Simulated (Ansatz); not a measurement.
# H5NOSi (SMILES NO[SiH3]): what the fields show

The calculation's input:

```
crystal:
  periodic: [false, false, false]
  atoms:
    - {symbol: "N", position_ang: [-0.933614, -0.955196, -2.627407]}
    - {symbol: O, position_ang: [-1.468322, -0.551190, -1.370767]}
    - {symbol: Si, position_ang: [-1.560635, -1.941697, -0.421226]}
    - {symbol: H, position_ang: [-1.618106, -0.634834, -3.315814]}
    - {symbol: H, position_ang: [-0.115677, -0.357744, -2.765590]}
    - {symbol: H, position_ang: [-2.467917, -2.955407, -1.034471]}
    - {symbol: H, position_ang: [-2.123004, -1.471817, 0.877966]}
    - {symbol: H, position_ang: [-0.210667, -2.540643, -0.207529]}
basis:
  gaussian: {orbitals: def2-TZVPD}
hamiltonian: {xc: {name: PBE0}}
output: {forces: true, orbitals: {seedname: orbitals}}
```

Command:

```sh
ansatz run input.yaml --threads 1 --pin off --max-ram 2610MiB --events-out events.jsonl --progress --plain --runs-dir runs
```

Geometry: PBE0-D3(BJ)/def2-SVP.

The calculation used isolated molecule in a Gaussian basis; Kohn-Sham density functional theory, functional PBE0 (Ansatz).

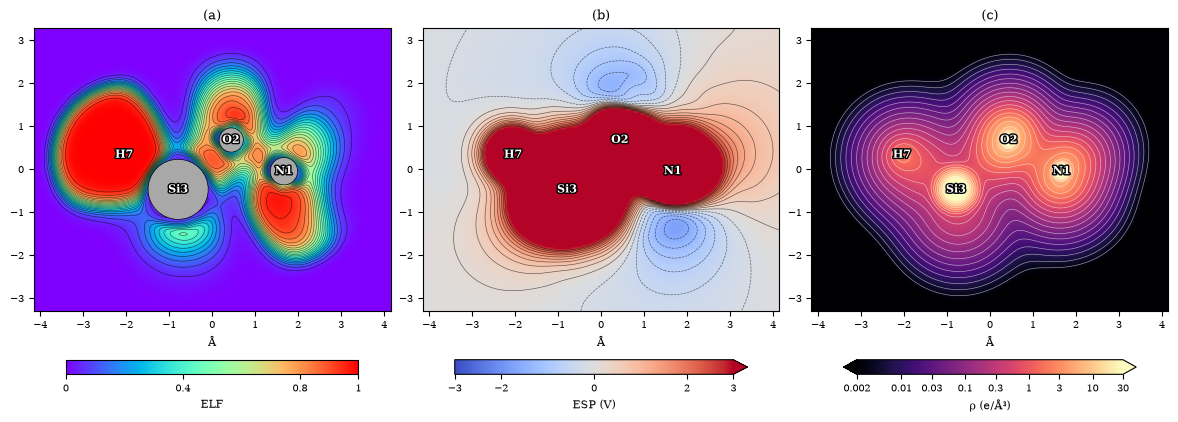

Figure 1. (a) electron localisation function; (b) electrostatic potential; (c) electron density on the plane of atoms O2, Si3 and H7. Grey discs cover the atomic cores in the ELF map.

Q: Read the bonding off the picture.

A: Atoms in the plane: N, O, Si and H.
N–O (1.42 Å): ρ is about 2 e/Å³ halfway; the ELF peaks at about 0.80 between the atoms (a shared electron pair).
Si–O (1.69 Å): the density is about 1.1 e/Å³ at the midpoint; the ELF peaks at about 0.90 between the atoms; a shared but strongly polarised pair.
Si–H (1.49 Å): the density is about 0.81 e/Å³ at the midpoint; the ELF climbs to about 1 towards the hydrogen, as it does in any bond to H.
The ELF also peaks beside N1 and O2, away from the bonds: lone-pair regions.
Outside the dense part of the molecule the potential is most negative (−1.8 V) near N1.

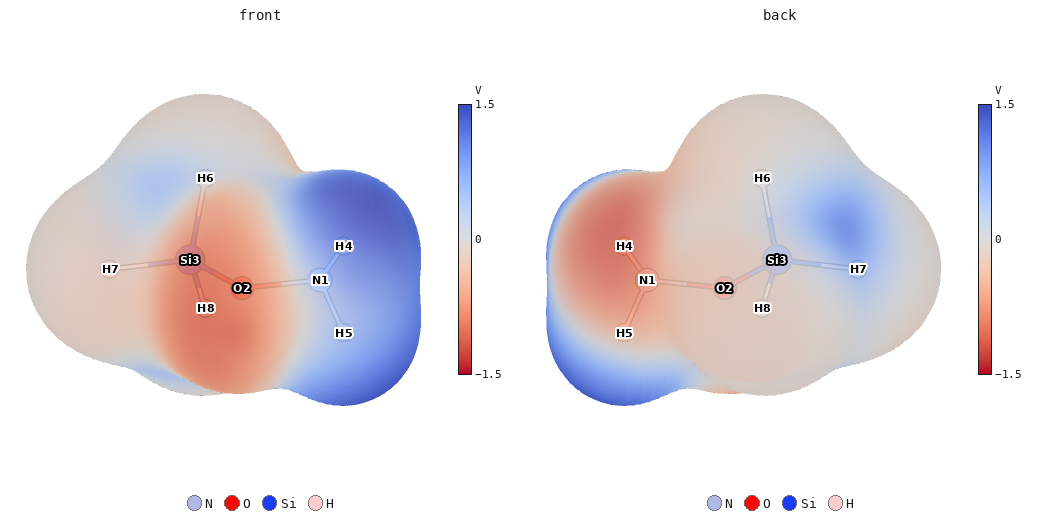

Figure 2. The electrostatic potential painted on the density surface at 0.001 e/bohr³, seen from the front and from behind; red is negative and blue positive.

Q: Which sites attract a positive test charge, and which a negative one?

A: A positive charge is drawn to the negative regions and a negative charge to the positive ones. The most negative region (about −1.0 V) lies over N1 and O2, the most positive (about +1.4 V) over H4 and H5.

Q: What dipole moment does the calculation give?

A: Its dipole moment is 1.20 D.

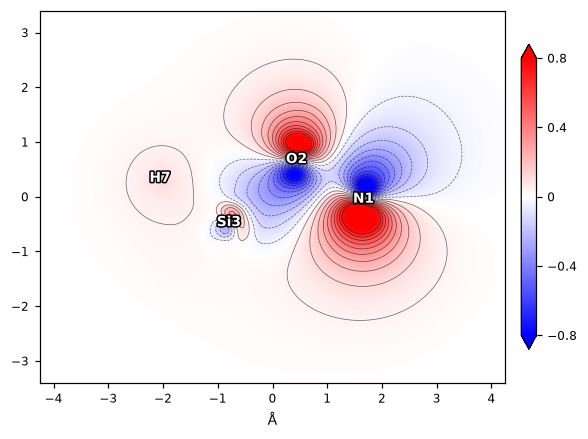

Figure 3. The HOMO on the plane of atoms O2, Si3 and H7 (values in Å⁻³ᐟ²; the overall sign is arbitrary).

Q: What is the character of this orbital?

A: By Hirshfeld shares it lies mainly on N1 (about 55 %) and O2 (about 30 %). Its energy is −7.56 eV.

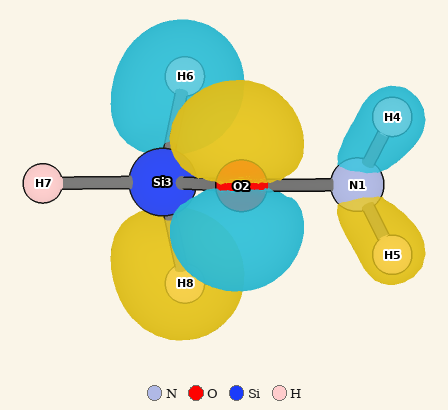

Figure 4. The HOMO−1 at ±0.15 Å⁻³ᐟ² (yellow and cyan are the two phases), seen at a tilt.

Q: What is the character of this orbital?

A: Its weight (Hirshfeld) is mainly on O2 (about 50 %), Si3 (about 15 %), H8 (about 10 %), H6 (about 10 %) and N1 (about 5 %). Its energy is −8.44 eV.
